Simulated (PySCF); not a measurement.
Vertical excitations of a molecule C₂H₆BFO from TDDFT-PBE0/def2-SVPD (PySCF 2.14.0), as energy in eV (oscillator strength): 8.07 (0.011), 8.21 (0.007), 8.26 (0.011), 8.73 (0.118), 9.06 (0.028), 9.15 (0.047), 9.50 (0.019), 9.58 (0.006), 9.60 (0.007), 9.77 (0.019). Lowest triplet (TDA): 7.50 eV. Geometry: r2SCAN-D4/def2-SVP. Other conformers were not sampled.

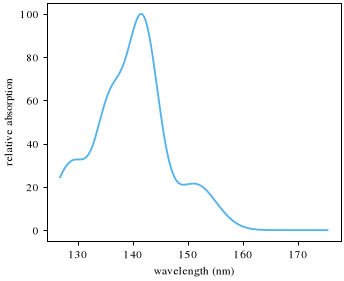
The lines broadened by 0.4 eV.

### Question
Identify the compound among the candidates.
A. CB(F)CO
B. CCB(O)F
C. CB(O)CF
D. COB(C)F

### Answer
D, COB(C)F
